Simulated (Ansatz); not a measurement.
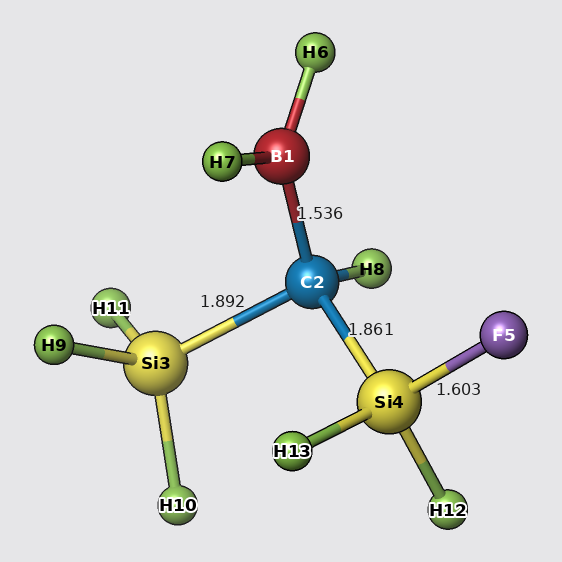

Bond lengths are marked in Å; every bond is drawn as one stick. The geometry was computed by an optimisation with PBE0-D4/def2-TZVP. No frequency run is at hand to confirm it as a minimum.

Assign a bond order to each marked bond.

Answer. B1–C2 single; C2–Si3 single; C2–Si4 single; Si4–F5 single.

Write the SMILES.

Answer. B[C@H]([SiH3])[SiH2]F
